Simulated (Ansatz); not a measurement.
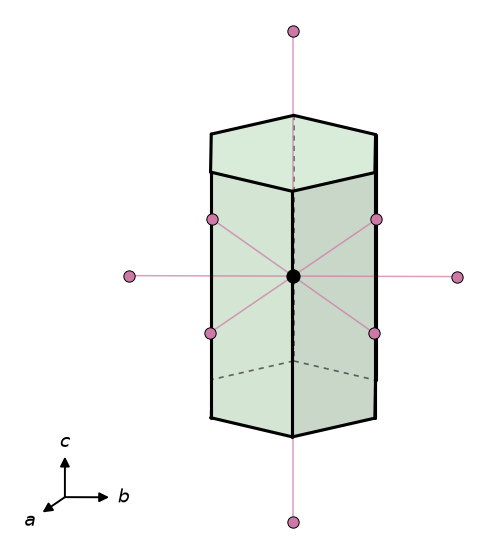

For Co, the input geometry of an electronic-structure calculation (not necessarily at equilibrium): the Wigner–Seitz cell of the crystal's lattice, with lines to the lattice points that define its faces. Geometry calculated from the standardised cell; symmetry tolerance 0.002 Å.

a = 2.536 Å, b = 2.536 Å, c = 4.136 Å, α = 90.00°, β = 90.00°, γ = 120.00°; space group P6_3/mmc (No. 194).

> Which of Fedorov's five parallelohedra is it?

A hexagonal prism: 8 faces (6 with 4 edges, 2 with 6 edges), 18 edges, 12 vertices. Its volume is that of the primitive cell, 23.0 Å³.

> Which lattice vectors do the faces bisect?

```tsv
example	length (Å)	faces	edges of each	area (Å²)
a + b	2.54	6	4	6.1
c	4.14	2	6	5.6
```
